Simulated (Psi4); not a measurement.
**SVWN5/def2-TZVP (density fitting) run of C3F6 (hexafluoropropylene)**

Aim: the vertical ionisation energy of C3F6 (hexafluoropropylene) at SVWN5/def2-TZVP (density fitting), from 2 runs. Input form: a Python script.

The results are computed with Psi4 1.11.

## 1. Starting point

C3F6 has 9 atoms, charge 0, and is taken as a singlet. SMILES: `FC(F)=C(F)C(F)(F)F`. Geometry: relaxed at PBE0-D4/def2-TZVP.

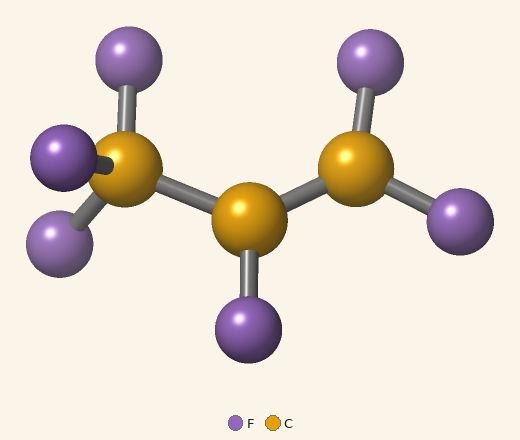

The structure, seen from a chosen angle (fluorine purple, carbon amber).

## 2. Energy and gradient at SVWN5/def2-TZVP (density fitting)

File run.py:

```python
import psi4

psi4.set_memory('2200 MB')
psi4.set_num_threads(1)
psi4.set_output_file('output.dat', False)

geom = psi4.geometry("""
0 1
F      3.82389861    -0.51236144     1.12108002
C      2.47888604    -0.15089463    -0.90412057
F      3.87051815    -0.06659395    -2.93444232
C     -0.01311470     0.10958522    -0.97313337
F     -1.14727163     0.47037173    -3.18885614
C     -1.80614354     0.04860376     1.21178688
F     -3.49644686    -1.80308218     0.91710299
F     -3.09486117     2.21430548     1.35827845
F     -0.61548380    -0.30993398     3.39228516
units au
symmetry c1
no_reorient
no_com
""")

psi4.set_options({
    'basis': 'def2-TZVP',
    'reference': 'rks',
    'puream': True,
    'e_convergence': 1e-09,
    'd_convergence': 1e-08,
    'scf_type': 'df',
    'dft_radial_points': 99,
    'dft_spherical_points': 590,
})

e_tot, wfn = psi4.gradient("scf", dft_functional={"name": "SVWN5", "x_functionals": {"LDA_X": {}}, "c_functionals": {"LDA_C_VWN": {}}}, molecule=geom, return_wfn=True)
psi4.oeprop(wfn, "QUADRUPOLE", "WIBERG_LOWDIN_INDICES", "MULLIKEN_CHARGES", title="SCF")
print('gradient / Eh bohr^-1')
print(e_tot.np.round(6))
print(f'energy = {wfn.energy():.10f} Eh')
```

The run is started by

```console
python run.py
```

output.dat:

```text
[...]
  Running in c1 symmetry.
[...]
  Nuclear repulsion =  512.614790003591224
[...]
  Multiplicity = 1
[...]
  Nalpha       = 36
  Nbeta        = 36
[...]
    Number of basis functions: 279
[...]
   @DF-RKS iter   1:  -708.67863144388821    2.06840e-01   2.59886e-03 ADIIS/DIIS
[...]
   @DF-RKS iter  13:  -708.88397502204373   -1.13687e-13   8.13536e-09 DIIS
[...]
    Orbital Energies [Eh]
    ---------------------
    Doubly Occupied:
       1A    -24.178216     2A    -24.176700     3A    -24.155112
       4A    -24.151762     5A    -24.147784     6A    -24.147769
       7A    -10.052094     8A     -9.987369     9A     -9.910486
      10A     -1.239258    11A     -1.232597    12A     -1.175807
      13A     -1.164904    14A     -1.147614    15A     -1.141483
      16A     -0.770172    17A     -0.682524    18A     -0.624255
      19A     -0.592809    20A     -0.583709    21A     -0.568521
      22A     -0.560564    23A     -0.536627    24A     -0.520882
      25A     -0.455018    26A     -0.444827    27A     -0.438409
      28A     -0.435601    29A     -0.434541    30A     -0.427463
      31A     -0.418897    32A     -0.396981    33A     -0.395314
      34A     -0.377355    35A     -0.360283    36A     -0.260567
[...]
  @DF-RKS Final Energy:  -708.88397502204373
   => Energetics <=
    Nuclear Repulsion Energy =            512.6147900035912244
    One-Electron Energy =               -2007.9138029725099841
    Two-Electron Energy =                 860.4793200543315379
    DFT Exchange-Correlation Energy =     -74.0642821074564637
    Empirical Dispersion Energy =           0.0000000000000000
    VV10 Nonlocal Energy =                  0.0000000000000000
    Total Energy =                       -708.8839750220437281
[...]
  -Total Gradient:
     Atom            X                  Y                   Z
    ------   -----------------  -----------------  -----------------
       1        0.001213128899    -0.000048159562    -0.000713073999
       2       -0.006293025762     0.000714989976    -0.000695142213
       3        0.000929800742    -0.000121961108     0.000257139954
       4        0.010024863946    -0.000843690725    -0.001556842666
       5       -0.001082779003     0.000383074206    -0.002459752337
       6       -0.004416547925    -0.000066457906     0.004555775551
       7        0.000748288838     0.000342449076     0.000522878674
       8        0.000648934382    -0.000581747806     0.000426063937
       9       -0.001792028507     0.000221521140    -0.000320848613
[...]
 Multipole Moments:
 ------------------------------------------------------------------------------------
     Multipole            Electronic (a.u.)      Nuclear  (a.u.)        Total (a.u.)
 ------------------------------------------------------------------------------------
 L = 1.  Multiply by 2.5417464519 to convert [e a0] to [Debye]
 Dipole X            :          2.3991828           -1.9790535            0.4201293
 Dipole Y            :         -0.0125545           -0.0218830           -0.0344374
 Dipole Z            :         -2.0688264            1.9962311           -0.0725954
 Magnitude           :                                                    0.4277437
 L = 2.  Multiply by 1.3450342976 to convert [e a0^2] to [Debye ang]
 Quadrupole XX       :       -569.6313552          534.3564461          -35.2749090
 Quadrupole XY       :         30.9291041          -30.8096268            0.1194773
[...]
  Mulliken Charges: (a.u.)
   Center  Symbol    Alpha    Beta     Spin     Total
       1     F     4.53668  4.53668  0.00000 -0.07336
       2     C     2.86556  2.86556  0.00000  0.26888
       3     F     4.53905  4.53905  0.00000 -0.07809
       4     C     3.01678  3.01678  0.00000 -0.03355
       5     F     4.55680  4.55680  0.00000 -0.11359
       6     C     2.83408  2.83408  0.00000  0.33184
       7     F     4.55034  4.55034  0.00000 -0.10067
       8     F     4.55033  4.55033  0.00000 -0.10066
       9     F     4.55040  4.55040  0.00000 -0.10079
   Total alpha = 36.00000, Total beta = 36.00000, Total charge =  0.00000
[...]
```

Standard output:

```text
gradient / Eh bohr^-1
[[ 1.2130e-03 -4.8000e-05 -7.1300e-04]
 [-6.2930e-03  7.1500e-04 -6.9500e-04]
 [ 9.3000e-04 -1.2200e-04  2.5700e-04]
 [ 1.0025e-02 -8.4400e-04 -1.5570e-03]
 [-1.0830e-03  3.8300e-04 -2.4600e-03]
 [-4.4170e-03 -6.6000e-05  4.5560e-03]
 [ 7.4800e-04  3.4200e-04  5.2300e-04]
 [ 6.4900e-04 -5.8200e-04  4.2600e-04]
 [-1.7920e-03  2.2200e-04 -3.2100e-04]]
energy = -708.8839750220 Eh
```

Run time: 41 s. Hardware: 1 thread of Intel Xeon Platinum 8488C (Sapphire Rapids), shared host; peak memory 1.3 GiB.

## 3. The doublet cation at the same level

File c3f6.xyz:

```xyz
9
C3F6
F      2.023520    -0.271130     0.593250
C      1.311770    -0.079850    -0.478440
F      2.048190    -0.035240    -1.552840
C     -0.006940     0.057990    -0.514960
F     -0.607110     0.248910    -1.687470
C     -0.955770     0.025720     0.641250
F     -1.850240    -0.954150     0.485310
F     -1.637730     1.171760     0.718770
F     -0.325700    -0.164010     1.795120
```

File calc.py:

```python
import psi4

psi4.set_memory('2200 MB')
psi4.set_num_threads(1)
psi4.set_output_file('psi4.out', False)

with open('c3f6.xyz') as f:
    atoms = ''.join(f.readlines()[2:])
geom = psi4.geometry('1 2\n' + atoms + 'symmetry c1\nno_reorient\nno_com')

options = {'basis': 'def2-TZVP', 'reference': 'uks', 'puream': True, 'e_convergence': 1e-09, 'd_convergence': 1e-08, 'scf_type': 'df', 'dft_radial_points': 99, 'dft_spherical_points': 590, 'maxiter': 100}
psi4.set_options(options)

e = psi4.gradient('scf', dft_functional={"name": "SVWN5", "x_functionals": {"LDA_X": {}}, "c_functionals": {"LDA_C_VWN": {}}})
print('gradient / Eh bohr^-1')
print(e.np.round(6))
```

The run is started by

```console
python calc.py
```

psi4.out, shortened:

```text
[...]
  Running in c1 symmetry.
[...]
  Nuclear repulsion =  512.614789638362709
[...]
  Multiplicity = 2
[...]
  Nalpha       = 36
  Nbeta        = 35
[...]
    Number of basis functions: 279
[...]
   @DF-UKS iter   1:  -708.38063236854111    5.04839e-01   1.96928e-03 ADIIS/DIIS
[...]
   @DF-UKS iter  15:  -708.48856877576929   -8.41283e-11   8.83950e-09 DIIS
[...]
   @S^2 Observed:                7.508217763E-01
[...]
  @DF-UKS Final Energy:  -708.48856877576929
   => Energetics <=
    Nuclear Repulsion Energy =            512.6147896383627085
    One-Electron Energy =               -1990.4903972453575989
    Two-Electron Energy =                 843.0067365613865604
    DFT Exchange-Correlation Energy =     -73.6196977301609650
    Empirical Dispersion Energy =           0.0000000000000000
    VV10 Nonlocal Energy =                  0.0000000000000000
    Total Energy =                       -708.4885687757692949
  UHF NO Occupations:
  HONO-2 :   34  A 1.9998787
  HONO-1 :   35  A 1.9998768
[...]
 Multipole Moments:
[...]
  -Total Gradient:
     Atom            X                  Y                   Z
    ------   -----------------  -----------------  -----------------
       1        0.032803209479    -0.006660977256     0.029987830401
       2       -0.137479588855     0.013482992928     0.004200860668
       3        0.030016360867     0.000204076386    -0.029266305987
       4        0.103167449205    -0.015292256620     0.043740030312
       5       -0.029301814140     0.007505865069    -0.040907896729
       6        0.036726819435     0.000838179233    -0.041323787020
       7       -0.016206496368    -0.006193589930     0.009242188326
       8       -0.014871752145     0.007126530041     0.010691338647
       9       -0.004873806296    -0.001010825714     0.013652406527
[...]
```

On the terminal:

```text
gradient / Eh bohr^-1
[[ 0.032803 -0.006661  0.029988]
 [-0.13748   0.013483  0.004201]
 [ 0.030016  0.000204 -0.029266]
 [ 0.103167 -0.015292  0.04374 ]
 [-0.029302  0.007506 -0.040908]
 [ 0.036727  0.000838 -0.041324]
 [-0.016206 -0.006194  0.009242]
 [-0.014872  0.007127  0.010691]
 [-0.004874 -0.001011  0.013652]]
```

Wall time 79 s (1 thread of Intel Xeon Platinum 8488C (Sapphire Rapids), shared host); peak memory 1.3 GiB.

## 4. Summary of results

Level: SVWN5/def2-TZVP (density fitting).

```
                                          quantity          value
                        singlet C3F6: total energy  -708.88398 Eh
                       singlet C3F6: dipole moment         1.09 D
                         singlet C3F6: HOMO energy       -7.09 eV
                         singlet C3F6: LUMO energy       -1.77 eV
                       singlet C3F6: HOMO–LUMO gap        5.32 eV
            singlet C3F6: largest force on an atom     0.523 eV/Å
                      doublet cation: total energy  -708.48857 Eh
doublet cation: HOMO energy (highest over α and β)      -15.13 eV
 doublet cation: LUMO energy (lowest over α and β)      -14.39 eV
                              doublet cation: ⟨S²⟩          0.751
          doublet cation: largest force on an atom     7.107 eV/Å
vertical ionisation energy (to the doublet cation)      10.760 eV
```

What this shows: Removing an electron at fixed nuclei costs 10.76 eV (1038 kJ/mol). The largest force (singlet C3F6) is 0.52 eV/Å: the shape isn't a stationary point for this species at this level. −ε(HOMO) before ionisation, 7.09 eV, is 3.67 eV below this ionisation energy.
